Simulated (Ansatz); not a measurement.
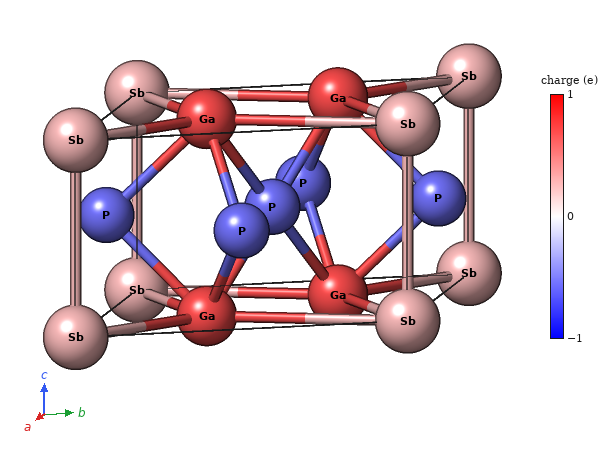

Drawn in the ball-and-stick manner and seen slightly off an axis. The outline marks the simulation cell. The atoms of this Ga₂SbP₃ cell are coloured by their Bader charge.

All computed values are from DFT PBE, scalar-relativistic, plane waves, PAW (Ansatz 0.2.0). Settings: wavefunction cutoff 420 eV, Brillouin-zone sampling on a 6×6×10 mesh, Gaussian smearing of 0.1 eV, no spin polarisation.

Summarise the charge transfer.

Answer. Most positive: Ga; most negative: P. Charges: about Ga +0.7 e; Sb +0.3 e; P -0.5 e.

The cell started as a structure type filled with these elements by a generator (whether the compound takes this form wasn't checked). Earlier steps of the study may have refined or changed the cell and positions. Ansatz was used for an electronic-structure calculation on it.
